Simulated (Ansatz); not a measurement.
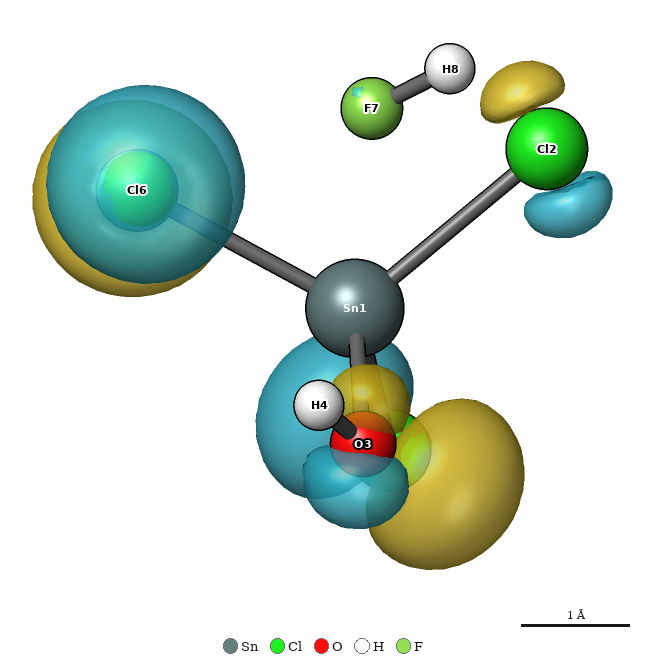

Figure 1: Cl$_{3}$HOSn···HF. The HOMO−1 at ±0.15 Å⁻³ᐟ² (yellow and cyan are the two phases), seen at an oblique angle.

Core potentials replace the inner electrons of Sn.

Computed with RKS PBE0-D4/def2-SVP (Ansatz 0.2.0).

Input

```
crystal:
  periodic: [false, false, false]
  atoms:
    - { symbol: Sn, position_ang: [0.141066, -0.033509, -0.072828] }
    - { symbol: Cl, position_ang: [0.280137, -0.04008, 2.313976] }
    - { symbol: O, position_ang: [1.976672, -0.01831, -0.739379] }
    - { symbol: H, position_ang: [2.383983, -0.893375, -0.728445] }
    - { symbol: Cl, position_ang: [-0.805248, 1.935841, -0.814885] }
    - { symbol: Cl, position_ang: [-0.879947, -1.967275, -0.844313] }
    - { symbol: F, position_ang: [-2.66242, 0.022592, 1.168386] }
    - { symbol: H, position_ang: [-2.266345, 0.042017, 2.002288] }
basis:
  gaussian: { orbitals: def2-SVP }
hamiltonian:
  xc: pbe0
  dispersion: d4
relax:
  f_tol: 0.03
  max_steps: 50
output:
  orbitals: {}
```

Command:

```sh
ansatz run input.yaml --threads 4 --pin off --max-ram 5120MiB --backend cpu --events-out ev --progress --plain --runs-dir out
```

The fields are those of the run's last geometry, not of the input's.

### What is the character of this orbital?

It lies mainly on Cl6 (about 50 %) and Cl5 (about 35 %); largely a combination of lone pairs on Cl6 and Cl5. Its energy is −9.50 eV.
